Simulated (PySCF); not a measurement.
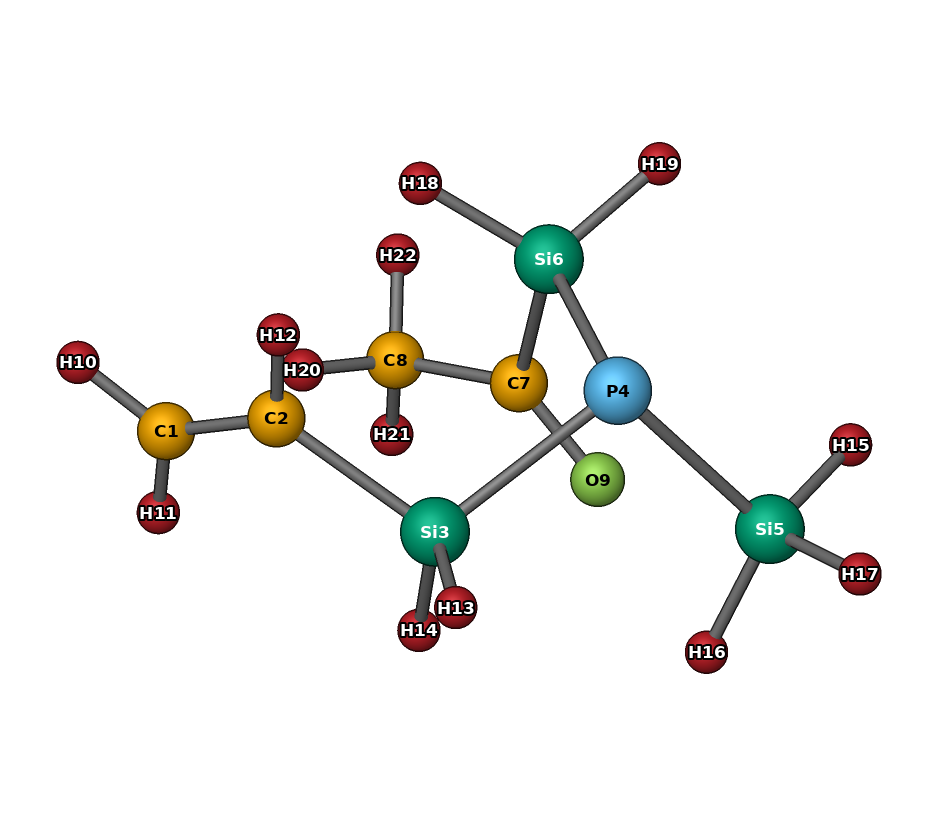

The questions are on isotropic NMR shieldings of the H atoms. The geometry was computed by an optimisation with GFN2-xTB. No frequency run is at hand to confirm it as a minimum. Level of theory: GIAO PBE0/pcSseg-1 NMR shielding, non-relativistic, gas phase (PySCF 2.14.0).

List the isotropic NMR shieldings of the H atoms.

```json
{"atom": "H10", "σ (ppm)": "25.26"}
{"atom": "H11", "σ (ppm)": "25.57"}
{"atom": "H12", "σ (ppm)": "25.36"}
{"atom": "H13", "σ (ppm)": "26.87"}
{"atom": "H14", "σ (ppm)": "27.45"}
{"atom": "H15", "σ (ppm)": "27.31"}
{"atom": "H16", "σ (ppm)": "27.24"}
{"atom": "H17", "σ (ppm)": "27.43"}
{"atom": "H18", "σ (ppm)": "27.19"}
{"atom": "H19", "σ (ppm)": "27.47"}
{"atom": "H20", "σ (ppm)": "29.42"}
{"atom": "H21", "σ (ppm)": "29.47"}
{"atom": "H22", "σ (ppm)": "29.15"}
```

The geometry is semi-empirical. Around P, Si such bond lengths and angles can be off by a tenth of an ångström or more and by several degrees, and values that hang on the shape move with them.
